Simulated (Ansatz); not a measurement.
# Calculations on C$_{2}$H$_{4}$S

## 1. Relaxation

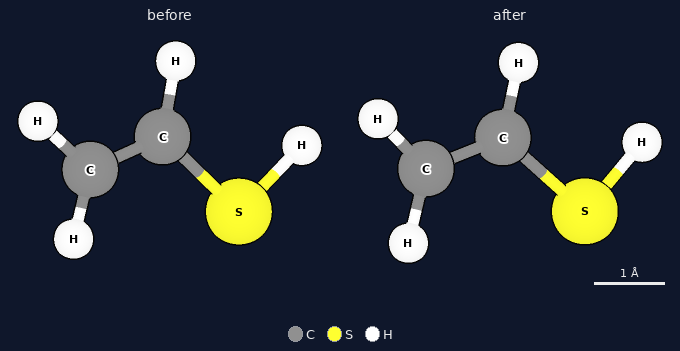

The structure of C2H4S (coarse preliminary run) before (left) and after (right) a relaxation, at one scale.

A ball-and-stick model, seen at a tilt.

Method: Ansatz, RKS PBE-D4/def2-SVP.

The input:
```yaml
crystal:
  periodic: [false, false, false]
  atoms:
    - {symbol: C, position_ang: [-0.913800, 0.280300, -0.506700]}
    - {symbol: C, position_ang: [0.224500, 0.169500, 0.067800]}
    - {symbol: S, position_ang: [0.729200, -1.363800, 0.629100]}
    - {symbol: H, position_ang: [-1.572200, -0.495300, -0.664900]}
    - {symbol: H, position_ang: [-1.279500, 1.292300, -0.891300]}
    - {symbol: H, position_ang: [0.887200, 1.042000, 0.193800]}
    - {symbol: H, position_ang: [1.985800, -0.992900, 1.126400]}
basis:
  gaussian: {orbitals: def2-SVP}
hamiltonian: {xc: pbe, dispersion: d4}
relax: {f_tol: 0.03, max_steps: 250}
```

What changed between the two?

Answer. The optimiser took 6 steps. The atom that moves furthest after the best rigid fit is H4 (0.10 Å). Largest moves by element: H 0.10 Å, S 0.10 Å, C 0.07 Å. Among the contacts that change: C1–H4 1.030 → 1.102 Å, C1–C2 1.280 → 1.347 Å, C2–S3 1.709 → 1.770 Å, C1–H5 1.143 → 1.100 Å. Bond angles that change, for instance: C1–C2–S3 119.2° → 123.9°, S3–C2–H6 119.7° → 115.4°, H4–C1–H5 114.3° → 117.6°. The run took about 11 core-seconds on a shared host.

## 2. Relaxation

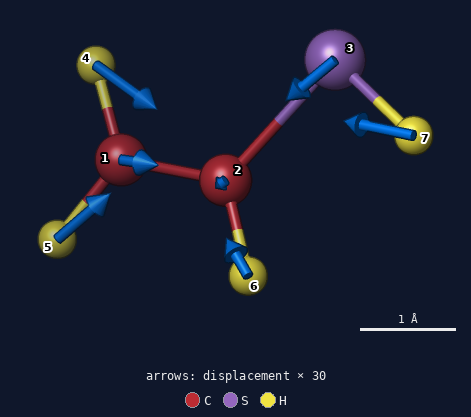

A relaxation of C₂H₄S. The starting structure is drawn; blue arrows show the displacements, 30 times their true length. The two geometries are superimposed by the best rigid fit.

A ball-and-stick model, seen at a tilt.

Theory: RKS PBE0-D4/def2-TZVP (Ansatz). Set-up: force threshold 0.005 eV/Å; at most 200 steps.

Q: What did the optimiser do to the structure, and how much energy did it gain?

A: The largest move after the best rigid fit is that of H4, 0.032 Å. By element the largest moves are H 0.032 Å, S 0.024 Å, C 0.016 Å. Among the contacts that change: S3–H7 1.360 → 1.340 Å, C1–C2 1.347 → 1.327 Å, C2–S3 1.770 → 1.751 Å, C1–H4 1.102 → 1.084 Å. After 4 geometry steps the energy has fallen by 3.77 kJ/mol. Largest force component: 0.58 eV/Å at the start, 0.0033 eV/Å at the end. The run took of the order of 22 core-seconds on a shared host.

## 3. A change

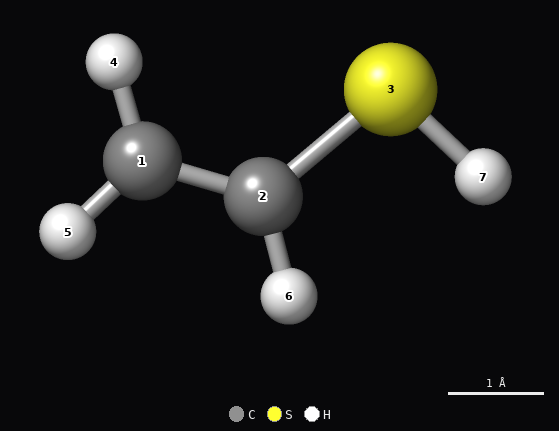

The starting point is C₂H₄S. Style: ball-and-stick. Shown face on.

The calculation used RKS PBE0-D4/def2-TZVPP in Ansatz 0.2.0. 

The variant: All atoms are moved at random (σ = 0.12 Å) from the PBE0-D4/def2-TZVP minimum.

Question: Predict the response.

Answer: The energy rises by 205.6 kJ/mol. The largest force is 15 eV/Å, on C1. The forces point partly back along the displacements (cosine −0.60). At other levels of theory the same distortion costs 194.6 kJ/mol (RKS PBE-D4/def2-TZVPP), 201.3 kJ/mol (RKS r2SCAN-D4/def2-TZVPP), 211.2 kJ/mol (RKS wB97M-V/def2-TZVPP), 208.1 kJ/mol (RHF-CCSD(T), frozen core/def2-TZVPP). Among the bonded contacts that change: S3–H7 1.340 → 1.529 Å, C2–S3 1.751 → 1.578 Å, C1–H5 1.082 → 0.918 Å, C1–C2 1.327 → 1.417 Å. Among the angles between lasting bonds that change: C1–C2–H6 120.9° → 101.8°, C2–C1–H4 122.3° → 106.6°.

The changed structure in the same view:

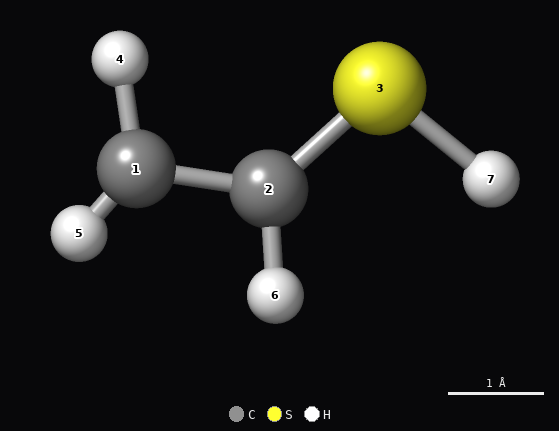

## 4. A change

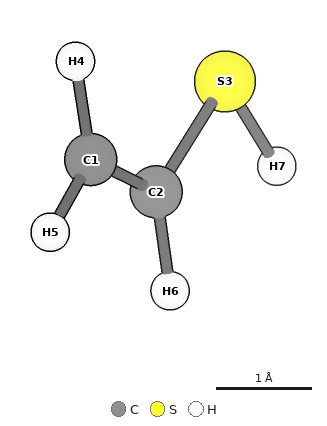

The starting point is C2H4S. A ball-and-stick model, seen from a free direction.

The calculation used RKS r2SCAN-D4/def2-TZVPP (Ansatz). 

Change: All atoms are moved at random (σ = 0.12 Å) from the PBE0-D4/def2-TZVP minimum.

### What is the effect?

It costs 33.2 kcal/mol. The largest force is 9.7 eV/Å, on C1. The forces point partly back along the displacements (cosine −0.63). At other levels of theory the same distortion costs 30.7 kcal/mol (RKS PBE-D4/def2-TZVPP), 34.1 kcal/mol (RKS PBE0-D4/def2-TZVPP), 35.1 kcal/mol (RKS wB97M-V/def2-TZVPP), 34.1 kcal/mol (RHF-CCSD(T), frozen core/def2-TZVPP). Some distances before and after: C1–H4 1.084 → 1.264 Å, S3–H7 1.340 → 1.510 Å, C2–H6 1.084 → 1.217 Å, C1–H5 1.082 → 0.972 Å. Bond angles that change, for instance: C2–C1–H4 122.3° → 110.0°, C2–C1–H5 120.2° → 127.9°.

Drawn alike, the variant:

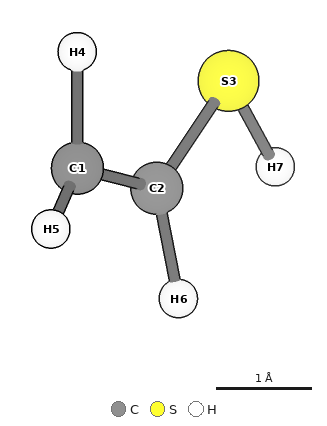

## 5. Distortion

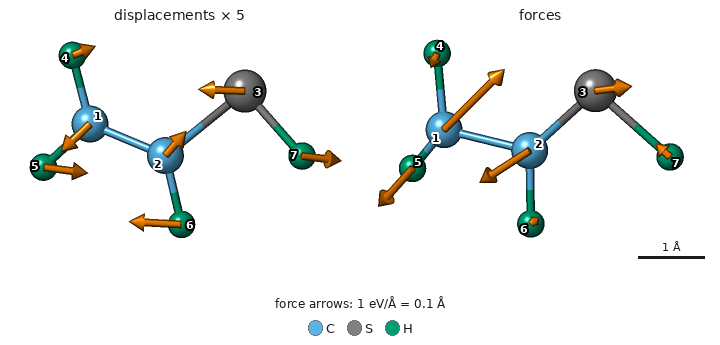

Left: C₂H₄S, with orange arrows for the displacements applied to it. Right: the displaced structure with the computed forces. The picture is a ball-and-stick view, seen at a tilt.

Level of theory: Ansatz 0.2.0, RKS PBE0-D4/def2-TZVPP. 

**Where do the forces point?**

All atoms are moved at random (σ = 0.12 Å) from the PBE0-D4/def2-TZVP minimum. Energy change: +2.131 eV. The largest force is 15 eV/Å, on C1. The forces point partly back along the displacements (cosine −0.60). At other levels of theory the same distortion costs 2.017 eV (RKS PBE-D4/def2-TZVPP), 2.086 eV (RKS r2SCAN-D4/def2-TZVPP), 2.189 eV (RKS wB97M-V/def2-TZVPP), 2.156 eV (RHF-CCSD(T), frozen core/def2-TZVPP). Among the bonded contacts that change: S3–H7 1.340 → 1.529 Å, C2–S3 1.751 → 1.578 Å, C1–H5 1.082 → 0.918 Å, C1–C2 1.327 → 1.417 Å. Bond angles that change, for instance: C1–C2–H6 120.9° → 101.8°, C2–C1–H4 122.3° → 106.6°.

## 6. Distortion

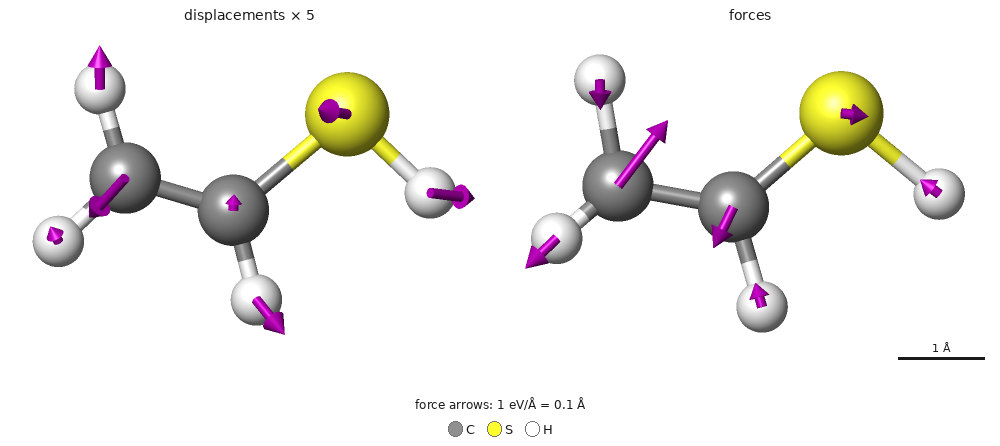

Left: C2H4S, with purple arrows for the displacements applied to it. Right: the displaced structure with the computed forces. A ball-and-stick model, seen face on.

Theory: RKS r2SCAN-D4/def2-TZVPP in Ansatz 0.2.0. 

### Describe the distortion and the response.

All atoms are moved at random (σ = 0.12 Å) from the PBE0-D4/def2-TZVP minimum. Energy change: +1.439 eV. The largest force is 9.7 eV/Å, on a C atom. The forces point partly back along the displacements (cosine −0.63). At other levels of theory the same distortion costs 1.331 eV (RKS PBE-D4/def2-TZVPP), 1.480 eV (RKS PBE0-D4/def2-TZVPP), 1.520 eV (RKS wB97M-V/def2-TZVPP), 1.479 eV (RHF-CCSD(T), frozen core/def2-TZVPP). Near-neighbour distances before and after: C–H 1.084 → 0.972 to 1.264 Å, H–S 1.340 → 1.510 Å, C–S 1.751 → 1.674 Å, C–C 1.327 → 1.374 Å. Among the angles between lasting bonds that change: C–C–H 122.3° → 110.0°, C–C–H 120.2° → 127.9°.
